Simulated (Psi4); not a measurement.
# BN (boron nitride): an attempt with Psi4

Aim: the energy of BN (boron nitride).

The calculation is run with Psi4 1.11.

## Step 1: The molecule

The species is BN (2 atoms), typed as a triplet with charge 0. SMILES: `B#N`. The shape comes from GFN2-xTB, which is rough for such elements, and wasn't checked as a minimum.

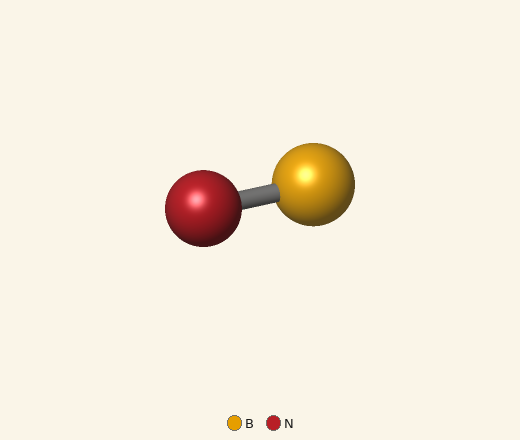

Viewed from a chosen angle; boron amber, nitrogen red.

## Step 2: The job

bn.inp

```
memory 1.6 GB

molecule m {
  0 3
  B      0.000000     0.000000     0.000000
  N      0.000000     0.000000     1.268430
  symmetry c1
}

set {
  reference uhf
  scf_type  disk_df
  guess     atom
}

result = energy("ccsd/cc-pv[dt]z")
print_variables()
```

Run with:

```
$ psi4 -i bn.inp -o bn.out -n 1
```

bn.out:

```text
Psi4 1.11 release

RuntimeError:
Fatal Error: ATOM is not a valid choice

Printing out the relevant lines from the Psithon --> Python processed input file:
      symmetry c1
    ""","m")
    core.IO.set_default_namespace("m")
    core.set_global_option("REFERENCE", "uhf")
    core.set_global_option("SCF_TYPE", "disk_df")
--> core.set_global_option("GUESS", "atom")
    result = energy("ccsd/cc-pv[dt]z")
    print_variables()

!----------------------------------------------------------------------------------!
!                                                                                  !
! Fatal Error: ATOM is not a valid choice                                          !
!                                                                                  !
!----------------------------------------------------------------------------------!

    Psi4 run time: 0:00:00.01
```

Wall time 0.52 s (1 thread of AMD EPYC 9R45 (Zen 5), shared host); peak memory 0.14 GiB.

## Step 3: What went wrong

The program refused the input.

The log says `Fatal Error: ATOM is not a valid choice`. What is wrong: an option has a value that the program doesn't accept.
